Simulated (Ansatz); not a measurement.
# CH3Si2 (doublet): what the fields show

| atom | x (Å) | y (Å) | z (Å) |
| --- | --- | --- | --- |
| C | -0.1670 | 0.4381 | -0.4220 |
| Si | 0.9044 | -2.3840 | 2.2027 |
| Si | 0.3411 | -0.9063 | 0.7819 |
| H | -1.0340 | 0.1292 | -1.0086 |
| H | 0.6568 | 0.6953 | -1.0902 |
| H | -0.4374 | 1.3285 | 0.1533 |

Geometry: PBE0-D4/def2-TZVP.

All numbers below come from UKS PBE0-D4/def2-TZVPP in Ansatz.

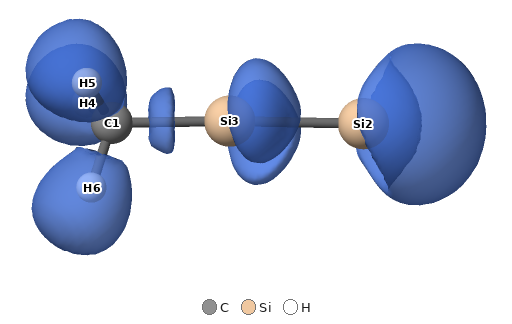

Figure 1. Isosurface of the electron localisation function at 0.85 (blue), seen from one side. Core shells and regions of very low density are left out.

Describe the localisation domains.

Answer. The ELF exceeds this value in one region between bonded C–Si atoms (shared pairs), three regions around hydrogen nuclei and three lobes on Si, pointing away from the bonds (non-bonding electrons). Along the contacts the grid gives the following. C–Si (1.87 Å): the ELF peaks at about 0.95 between the atoms (a covalent bond). Si–Si (2.13 Å): the ELF peaks at about 0.80 between the atoms (localised, covalent bonding).

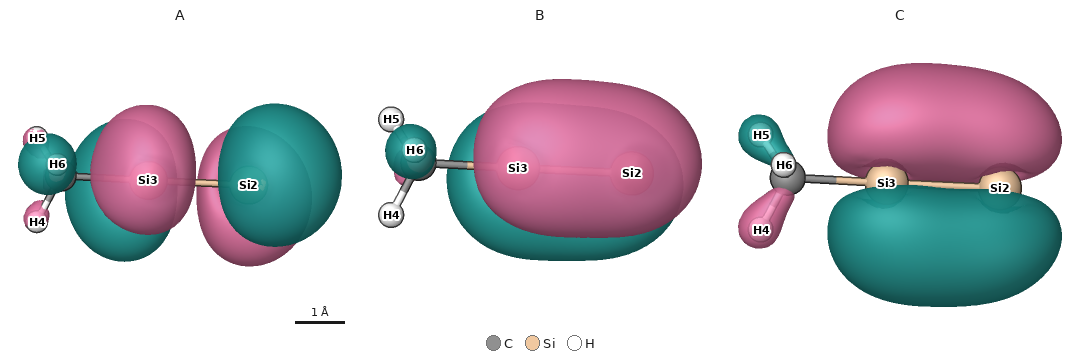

Figure 2. Three frontier orbitals at ±0.08 Å⁻³ᐟ² (teal and pink are the two phases), in no order.

Which picture is the HOMO−1, the HOMO and the LUMO? All are α orbitals.

Answer. B is the HOMO−1 (α) (−6.36 eV). By Hirshfeld shares it lies mainly on Si3 (about 50 %) and Si2 (about 45 %); π-bonding across Si3–Si2. C is the HOMO (α) (−5.63 eV). It lies mainly on Si3 (about 50 %) and Si2 (about 45 %); π-bonding across Si3–Si2. A is the LUMO (α) (−1.60 eV). It lies mainly on Si2 (about 55 %) and Si3 (about 40 %); π-antibonding (π*) across Si2–Si3.

What is the gap between the highest occupied and lowest empty α orbitals?

Answer. 4.03 eV between the orbital energies.

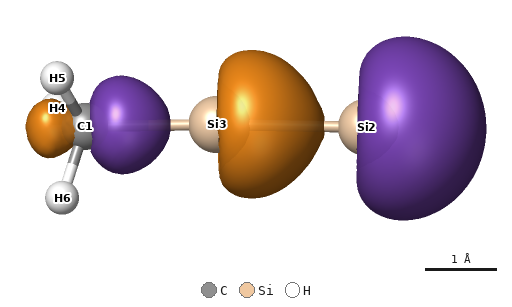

Figure 3. The HOMO−1 (β) at ±0.15 Å⁻³ᐟ² (orange and purple are the two phases), seen from one side.

Describe this orbital and give its energy.

Answer. By Hirshfeld shares it lies mainly on Si2 (about 65 %), Si3 (about 25 %) and C1 (about 10 %). Its energy is −7.26 eV.
